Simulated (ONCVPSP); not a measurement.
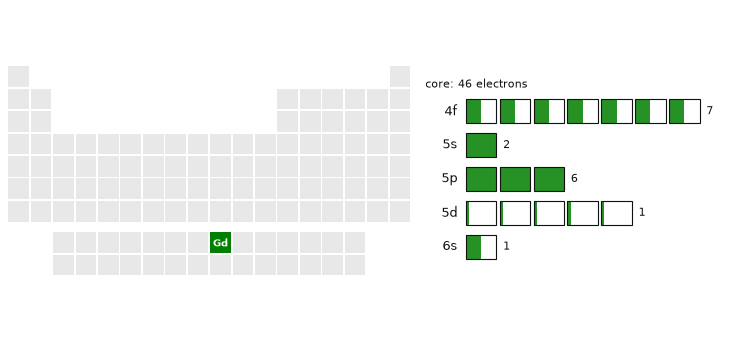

Fig. 1: Left, the place of gadolinium in the periodic table; right, the valence shells of the reference configuration: a box for each of the 2l + 1 orbitals, shaded by the share of the shell that is filled, with the electron count at the right.

**Pseudopotential generation for Gd**

- system: gadolinium (Gd, Z = 64), core [Kr] 4d10, reference valence 4f7 5s2 5p6 5d1 6s1 (an ion of charge +1), valence charge 18.
- method: ONCV potential, PBE, scalar-relativistic, made with ONCVPSP 4.0.1

Input file:
```
# ATOM AND REFERENCE CONFIGURATION
# atsym  z   nc   nv     iexc    psfile
  Gd 64.00    9    5        4      upf
#
#   n    l    f
    1    0    2.00
    2    0    2.00
    2    1    6.00
    3    0    2.00
    3    1    6.00
    3    2   10.00
    4    0    2.00
    4    1    6.00
    4    2   10.00
    4    3    7.00
    5    0    2.00
    5    1    6.00
    5    2    1.00
    6    0    1.00
#
# PSEUDOPOTENTIAL AND OPTIMIZATION
# lmax
    3
#
#   l,   rc,      ep,       ncon, nbas, qcut
    0    2.62    0.00    3    6    5.70
    1    1.88    0.00    3    7    4.10
    2    3.00    0.00    4    8    4.60
    3    1.34    0.00    3    8   14.50
#
# LOCAL POTENTIAL
# lloc, lpopt,  rc(5),   dvloc0
    4    5    1.02   -1.00
#
# VANDERBILT-KLEINMAN-BYLANDER PROJECTORs
# l, nproj, debl
    0    2    0.60
    1    3    1.30
    2    1    3.90
    3    1    2.10
#
# MODEL CORE CHARGE
# icmod, fcfact, rcfact
    1    0.60    0.00
#
# LOG DERIVATIVE ANALYSIS
# epsh1, epsh2, depsh
   -4.00    5.00    0.02
#
# OUTPUT GRID
# rlmax, drl
    6.00    0.01
#
# TEST CONFIGURATIONS
# ncnf
    4
# nvcnf
#   n    l    f
    5
    4    3    7.00
    5    0    2.00
    5    1    6.00
    5    2    1.00
    6    0    2.00
#
    5
    4    3    7.00
    5    0    2.00
    5    1    6.00
    5    2    1.00
    6    0    0.00
#
    5
    4    3    7.00
    5    0    2.00
    5    1    6.00
    5    2    0.00
    6    0    0.00
#
    5
    4    3    7.00
    5    0    2.00
    5    1    6.00
    5    2    0.00
    6    0    2.00
#
```

Launched with:
```bash
oncvpsp.x < Gd.dat > Gd.out
```

Log (extracts):
```
ONCVPSP  (Optimized Norm-Conservinng Vanderbilt PSeudopotential)
scalar-relativistic version 4.0.1

#   n    l    f        energy (Ha)
    1    0    2.00    -1.8415576E+03
    2    0    2.00    -3.0425928E+02
    2    1    6.00    -2.7076474E+02
    3    0    2.00    -6.7633347E+01
    3    1    6.00    -5.7258843E+01
    3    2   10.00    -4.3571345E+01
    4    0    2.00    -1.3809539E+01
    4    1    6.00    -1.0390203E+01
    4    2   10.00    -5.6614586E+00
    4    3    7.00    -5.5235424E-01
    5    0    2.00    -2.0609064E+00
    5    1    6.00    -1.2346353E+00
    5    2    1.00    -3.0882791E-01
    6    0    1.00    -3.4088189E-01

Reference configufation results
  iterations    28
  all-electron total energy (Ha)   -1.12708755D+04

Begin loop to  construct optimized pseudo wave functions
and semi-local pseudopoentials for all angular momenta

Calculating optimized projector #   1

 for l=   0

    Fraction of norm inside rc  0.989785
    Optimizing pswf for qcut=   5.70 a_B^-1,  ecut=  16.26 Ha
    Residual kinetic energy error=  4.68D-08 Ha

    Energy error per electron        Cutoff
         Ha          eV             Ha
         0.01000     0.27211        2.91
         0.00100     0.02721        7.00
         0.00010     0.00272        9.72
         0.00001     0.00027       11.47

Calculating optimized projector #   2

 for l=   0

    Fraction of norm inside rc  0.180511
    Optimizing pswf for qcut=   5.70 a_B^-1,  ecut=  16.26 Ha
    Residual kinetic energy error=  2.42D-08 Ha

    Energy error per electron        Cutoff
         Ha          eV             Ha
         0.01000     0.27211        2.64
         0.00100     0.02721        7.65
         0.00010     0.00272       10.47
         0.00001     0.00027       12.56

   Wellstate for l =  1  n =  6
     eigenvalue =   0.0654
     asymptotic potential =   0.5654
     half-point radius =  3.6800

   Wellstate for l =  1  n =  7
     eigenvalue =   1.3654
     asymptotic potential =   1.8654
     half-point radius =  3.7884

Calculating optimized projector #   1

 for l=   1

    Fraction of norm inside rc  0.758501
    Optimizing pswf for qcut=   4.11 a_B^-1,  ecut=   8.43 Ha
    Residual kinetic energy error=  3.37D-04 Ha

    Energy error per electron        Cutoff
         Ha          eV             Ha
         0.01000     0.27211        5.17
         0.00100     0.02721        6.95
         0.00010     0.00272       40.65
         0.00001     0.00027       70.91

Calculating optimized projector #   2

 for l=   1

    Fraction of norm inside rc  0.100258
    Optimizing pswf for qcut=   4.11 a_B^-1,  ecut=   8.43 Ha
    Residual kinetic energy error=  3.40D-04 Ha

    Energy error per electron        Cutoff
         Ha          eV             Ha
         0.01000     0.27211        4.80
         0.00100     0.02721        6.56
         0.00010     0.00272       18.41
         0.00001     0.00027       48.03

Calculating optimized projector #   3

 for l=   1

    Fraction of norm inside rc  0.079512
    Optimizing pswf for qcut=   4.11 a_B^-1,  ecut=   8.43 Ha
    Residual kinetic energy error=  1.06D-03 Ha

    Energy error per electron        Cutoff
         Ha          eV             Ha
         0.01000     0.27211        5.49
         0.00100     0.02721        8.54
         0.00010     0.00272       23.14
         0.00001     0.00027       63.65

Calculating optimized projector #   1

 for l=   2

    Fraction of norm inside rc  0.715342
    Optimizing pswf for qcut=   4.59 a_B^-1,  ecut=  10.55 Ha
    Residual kinetic energy error=  3.39D-06 Ha

    Energy error per electron        Cutoff
         Ha          eV             Ha
         0.01000     0.27211        5.52
         0.00100     0.02721        7.34
         0.00010     0.00272        8.72
         0.00001     0.00027        9.93

Calculating optimized projector #   1

 for l=   3

    Fraction of norm inside rc  0.862935
    Optimizing pswf for qcut=  14.52 a_B^-1,  ecut= 105.34 Ha
    Residual kinetic energy error=  3.40D-07 Ha

    Energy error per electron        Cutoff
         Ha          eV             Ha
         0.01000     0.27211       70.04
         0.00100     0.02721       80.36
         0.00010     0.00272       88.66
         0.00001     0.00027       95.20

Construct Vanderbilt / Kleinmman-Bylander projectors

B matrix Hermiticity error, ll=   0
   1   2    1.5953E-04

  Orthonormal projector coefficients  1.4539E+01  1.0259E+00

B matrix Hermiticity error, ll=   1
   1   2    1.3850E-04
   1   3   -2.6693E-04
   2   3    7.0001E-05

  Orthonormal projector coefficients  1.7622E+01  5.7790E+00  1.1685E+00

Model core correction analysis
  based on d2Exc/dn_idn_j

d2excae - all-electron derivatives

   -2.031991D-02   -1.249119D-02   -9.322336D-03   -3.500963D-03
   -1.293603D-03
   -1.248965D-02   -2.633277D-02   -2.304522D-02   -9.687134D-03
   -2.001074D-03
   -9.320325D-03   -2.305013D-02   -2.332297D-02   -1.349166D-02
   -2.932261D-03
   -3.535968D-03   -9.772393D-03   -1.374286D-02   -1.550573D-02
   -6.458543D-03
   -1.375521D-03   -2.157702D-03   -3.459141D-03   -7.604952D-03
   -5.641205D-03

d2excps - pseudofunction derivatives with no core correction

   -4.605510D-02   -2.506567D-02   -1.436229D-02   -3.814373D-03
   -2.464190D-03
   -2.506461D-02   -2.645361D-02   -2.173641D-02   -9.092076D-03
   -2.240972D-03
   -1.436051D-02   -2.174108D-02   -2.364714D-02   -1.379897D-02
   -2.891398D-03
   -3.849394D-03   -9.177293D-03   -1.405019D-02   -1.605516D-02
   -6.500957D-03
   -2.546231D-03   -2.397148D-03   -3.418429D-03   -7.647965D-03
   -5.655353D-03

rms 2nd derivative error    6.440983E-03

Polynomial model core charge

d2excps - pseudofunction derivatives with core correction

   -2.439320D-02   -1.595184D-02   -1.110776D-02   -3.569661D-03
   -1.505924D-03
   -1.595047D-02   -1.995411D-02   -1.928592D-02   -8.815013D-03
   -1.599403D-03
   -1.110580D-02   -1.929065D-02   -2.222852D-02   -1.360866D-02
   -2.682097D-03
   -3.604666D-03   -8.900186D-03   -1.385980D-02   -1.602271D-02
   -6.472670D-03
   -1.587864D-03   -1.756006D-03   -3.208998D-03   -7.619388D-03
   -5.581984D-03

rms 2nd derivative error    2.185765E-03

Pseudoatom total energy -110.528675

Diagnostic tests using Vanderbilt-Kleinman-Bylander pseudopotentials
  1 or more projectors used as specified by nproj input data

   l    rcore       rmatch      e in        delta e   norm test  slope test

   0   2.6223764   2.7019974  -2.0609064   0.0000008   1.0001621   1.0001478
   0   2.6223764   2.7019974  -0.3408819   0.0000014   1.0000201   1.0000001

   1   1.8871485   1.9444464  -1.2346353   0.0000542   1.0001236   1.0001981
   1   1.8871485   1.9444464   0.0653647  -0.0000066   1.0002757   1.0002757
   1   1.8871485   1.9444464   1.3653647   0.0000808   1.0002627   1.0002627

   2   3.0091829   3.1005482  -0.3088279  -0.0000002   0.9999997   1.0000032

   3   1.3419032   1.3826463  -0.5523542  -0.0000042   1.0000006   0.9999936

 Testing for bound ghosts
   n   l    E NL Schr. Eq   E Basis Diag.   E Cutoff

       0                       -5.526612     18.92  WARNING - GHOST(-)
   1   0       -2.060906       -2.060814     18.92
   2   0       -0.340880       -0.336977     18.92

   2   1       -1.234581       -1.234585     85.08

   3   2       -0.308828       -0.308609     28.52

   4   3       -0.552358       -0.551278    164.72

 Testing for highly-localized positive-energy ghosts
       l    <radius>/rc     E Basis Diag.   E Cutoff

       1        0.327344        6.479757     85.08  WARNING - GHOST(+)

Test configuration 0

   n   l     f        eae           eps        diff
   1   0  2.0000-1841.55764028
   2   0  2.0000 -304.25927841
   2   1  6.0000 -270.76474124
   3   0  2.0000  -67.63334664
   3   1  6.0000  -57.25884306
   3   2 10.0000  -43.57134549
   4   0  2.0000  -13.80953925
   4   1  6.0000  -10.39020297
   4   2 10.0000   -5.66145858
   4   3  7.0000   -0.55235424   -0.55235843   -4.20D-06
   5   0  2.0000   -2.06090639   -2.06090561    7.80D-07
   5   1  6.0000   -1.23463532   -1.23458109    5.42D-05
   5   2  1.0000   -0.30882791   -0.30882814   -2.31D-07
   6   0  1.0000   -0.34088189   -0.34088048    1.41D-06

    Total energies and differences
      AE_ref= -1.12708755D+04  AE_tst= -1.12708755D+04  dif=  0.00D+00
      PS_ref= -1.10528675D+02  PS_tst= -1.10528675D+02  dif=  1.14D-12
      PSP excitation error= -1.14D-12

Test configuration 1

   n   l     f        eae           eps        diff
   1   0  2.0000-1841.32329295
   2   0  2.0000 -304.02607810
   2   1  6.0000 -270.53147182
   3   0  2.0000  -67.40048395
   3   1  6.0000  -57.02597185
   3   2 10.0000  -43.33848399
   4   0  2.0000  -13.57659179
   4   1  6.0000  -10.15724169
   4   2 10.0000   -5.42852876
   4   3  7.0000   -0.31960196   -0.31816781    1.43D-03
   5   0  2.0000   -1.82793988   -1.82733544    6.04D-04
   5   1  6.0000   -1.00195343   -1.00191114    4.23D-05
   5   2  1.0000   -0.09308578   -0.09320674   -1.21D-04
   6   0  2.0000   -0.15162985   -0.15158822    4.16D-05

    Total energies and differences
      AE_ref= -1.12708755D+04  AE_tst= -1.12711197D+04  dif= -2.44D-01
      PS_ref= -1.10528675D+02  PS_tst= -1.10772928D+02  dif= -2.44D-01
      PSP excitation error=  3.78D-05

Test configuration 2

   n   l     f        eae           eps        diff
   1   0  2.0000-1841.83372001
   2   0  2.0000 -304.53364645
   2   1  6.0000 -271.03922720
   3   0  2.0000  -67.90680933
   3   1  6.0000  -57.53232382
   3   2 10.0000  -43.84486862
   4   0  2.0000  -14.08317225
   4   1  6.0000  -10.66389317
   4   2 10.0000   -5.93516214
   4   3  7.0000   -0.82556784   -0.82771354   -2.15D-03
   5   0  2.0000   -2.33421192   -2.33501637   -8.04D-04
   5   1  6.0000   -1.50610298   -1.50604173    6.13D-05
   5   2  1.0000   -0.55777293   -0.55755553    2.17D-04

    Total energies and differences
      AE_ref= -1.12708755D+04  AE_tst= -1.12704308D+04  dif=  4.45D-01
      PS_ref= -1.10528675D+02  PS_tst= -1.10083836D+02  dif=  4.45D-01
      PSP excitation error= -1.76D-04

Test configuration 3

   n   l     f        eae           eps        diff
   1   0  2.0000-1842.24999228
   2   0  2.0000 -304.95189397
   2   1  6.0000 -271.45758291
   3   0  2.0000  -68.32049806
   3   1  6.0000  -57.94606881
   3   2 10.0000  -44.25934706
   4   0  2.0000  -14.49676832
   4   1  6.0000  -11.07786951
   4   2 10.0000   -6.34982770
   4   3  7.0000   -1.23828992   -1.23538019    2.91D-03
   5   0  2.0000   -2.74448018   -2.74174532    2.73D-03
   5   1  6.0000   -1.90523253   -1.90392416    1.31D-03

    Total energies and differences
      AE_ref= -1.12708755D+04  AE_tst= -1.12697019D+04  dif=  1.17D+00
      PS_ref= -1.10528675D+02  PS_tst= -1.09355291D+02  dif=  1.17D+00
      PSP excitation error=  2.01D-04

Test configuration 4

   n   l     f        eae           eps        diff
   1   0  2.0000-1841.64077244
   2   0  2.0000 -304.34595840
   2   1  6.0000 -270.85135176
   3   0  2.0000  -67.71784464
   3   1  6.0000  -57.34336127
   3   2 10.0000  -43.65633935
   4   0  2.0000  -13.89425089
   4   1  6.0000  -10.47520599
   4   2 10.0000   -5.74710009
   4   3  7.0000   -0.63759916   -0.63190952    5.69D-03
   5   0  2.0000   -2.14612100   -2.14263650    3.48D-03
   5   1  6.0000   -1.31353883   -1.31299499    5.44D-04
   6   0  2.0000   -0.37485667   -0.37461950    2.37D-04

    Total energies and differences
      AE_ref= -1.12708755D+04  AE_tst= -1.12708975D+04  dif= -2.20D-02
      PS_ref= -1.10528675D+02  PS_tst= -1.10550502D+02  dif= -2.18D-02
      PSP excitation error= -1.81D-04
```

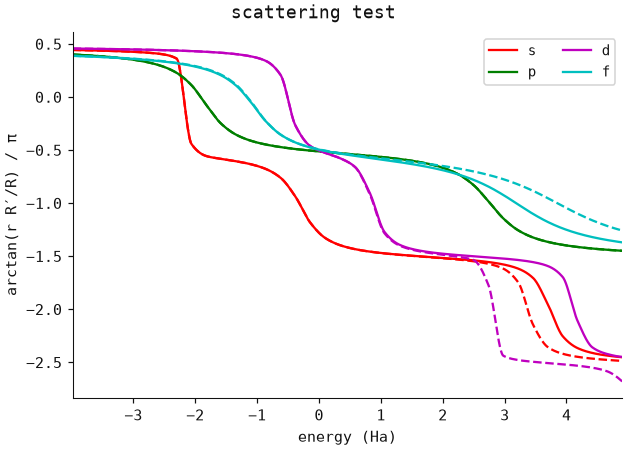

Fig. 2: Unwrapped phase arctan(r R′/R) in units of π against energy, all-electron (solid) and pseudo (dashed); the pseudo phase is matched to the all-electron one at the reference energy. Here R(r) is the radial function. A near-vertical step is a level narrower than the spacing of the points behind the curves.

- Range over which the phases agree within 0.05 rad: s: up to about 2.7 Ha; p: over the whole range drawn; d: up to about 0.9 Ha; f: up to about 1.3 Ha.
- Ghost states: Going away from the reference energies, the phases part by more than π/2 in: d at about 2.8 Ha (above its reference energy, pseudo phase lower). Such a step is either a state that only one of the two atoms has or an ordinary level shifted in energy. The separate test gives: GHOST(-) flagged for s at -150.4 eV; GHOST(+) flagged for p at 176.3 eV. The bound ghosts lie below the range of the plot.
- First channel to depart above its reference energy: the d channel: its phase error passes 0.05 rad 1.2 Ha above its reference energy, against 1.8 Ha for f.

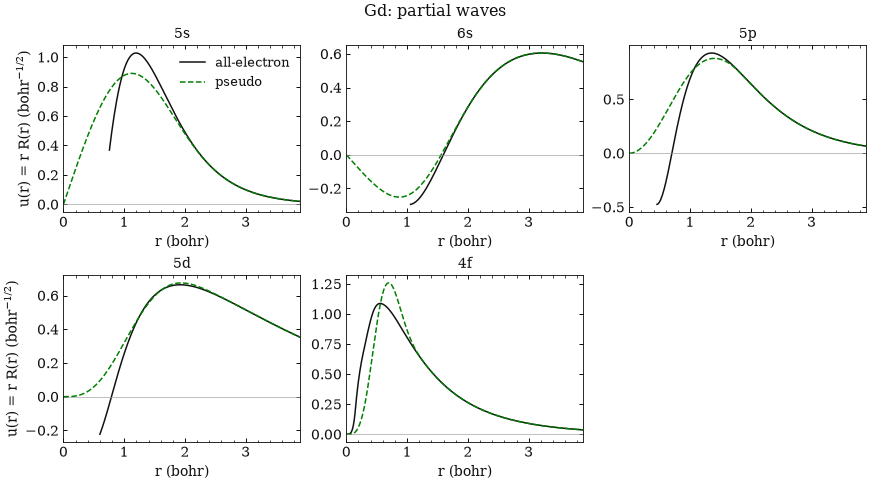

Fig. 3: All-electron valence functions (solid) with their pseudo partners (dashed). The innermost oscillations of some all-electron curves aren't drawn. Reference configuration 4f7 5s2 5p6 5d1 6s1.

- Matching radii: 5s at 2.62 bohr; 6s at 2.62 bohr; 5p at 1.88 bohr; 5d at 3.00 bohr; 4f at 1.34 bohr. The curves merge smoothly, so the plot gives these only roughly.
- Nodes of the pseudo-waves: 5s has no node; 6s has a node at about 1.6 bohr; 5p has no node; 5d has no node; 4f has no node. A node in 6s is expected, since a lower shell of the same l is also in the valence and the two must stay orthogonal. The potential isn't sound: its ghost test gives GHOST(-) flagged for s at -150.4 eV; GHOST(+) flagged for p at 176.3 eV.

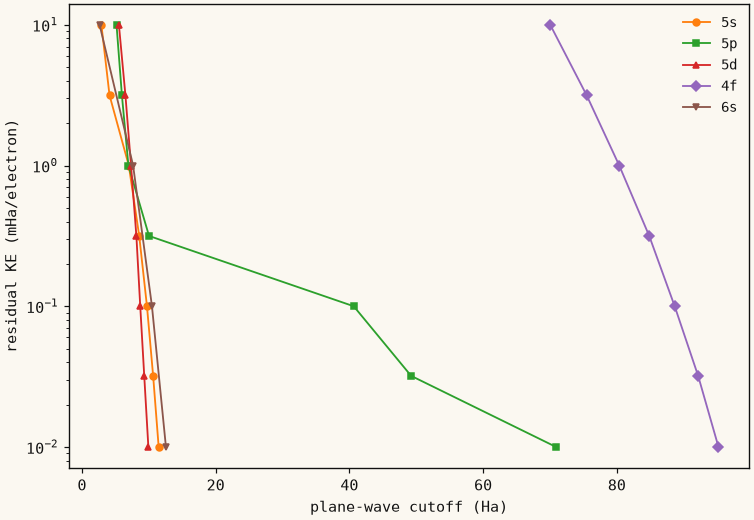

Fig. 4: Residual kinetic energy of the pseudo-waves (the first of each channel, and further valence shells) beyond the plane-wave cutoff, as the generator prints it.

- Cutoffs for 1 mHa per electron: 4f: 80 Ha; 6s: 7.6 Ha; 5d: 7.3 Ha; 5s: 7.0 Ha; 5p: 6.9 Ha.
- Hardest wave at 1 mHa per electron: 4f, with rc = 1.34 bohr and qcut = 14.5 1/bohr. The optimisation minimises, but can't always remove, the kinetic energy above qcut²/2 = 105.1 Ha, and a larger rc would as a rule soften the wave at some cost in transferability.
- Cutoffs for the occupied states: 80 Ha for 1 mHa and 89 Ha for 0.1 mHa per electron. The first is set by 4f.

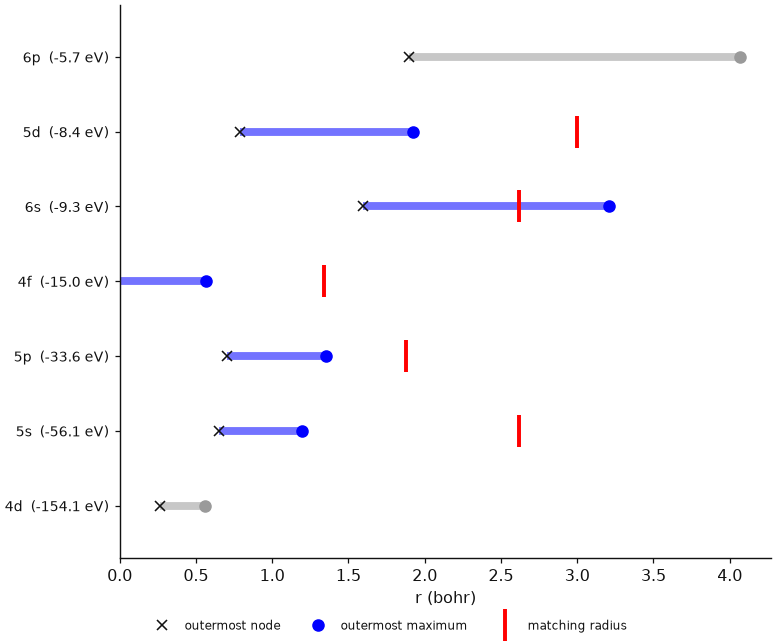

Fig. 5: Outer shells of the all-electron reference atom: each bar runs from the outermost node (or the nucleus) to the outermost maximum of u(r); the tick is the radius chosen for the pseudo-wave. Shells without a tick have no pseudo-wave of their own. Levels, nodes and maxima are from ld1.x, scalar-relativistic.

- Radii against the shells: 5s: 2.62 bohr, outside the maximum; 5p: 1.88 bohr, outside the maximum; 4f: 1.34 bohr, outside the maximum; 6s: 2.62 bohr, between node and maximum; 5d: 3.00 bohr, outside the maximum.

Summary:

- outcome: generated, with a ghost state
- cutoffs needed: 80 Ha and 89 Ha (the cutoffs at which the residual kinetic energy of the hardest occupied pseudo-wave falls to 1 and 0.1 mHa per electron)
- ghost test: GHOST(-) flagged for s at -150.4 eV; GHOST(+) flagged for p at 176.3 eV
- largest excitation error: +5.5 meV (all-electron minus pseudo) for 4f7 5s2 5p6 5d0 6s0, out of 4 test configurations
- rms error of d²Exc/dni dnj: 6.44 mHa without and 2.19 mHa with the model core
- range over which the phases arctan(r R′/R) at the test radius agree within 0.05 rad (a looser test near the poles than one of phase shifts): s: up to about 2.7 Ha; p: over the whole range computed; d: up to about 0.9 Ha; f: up to about 1.3 Ha
- hardware: 1 CPU thread, shared host
- wall time: 4.3 s

Notes:

The potential has a bound ghost state, so it can't be used as it stands.
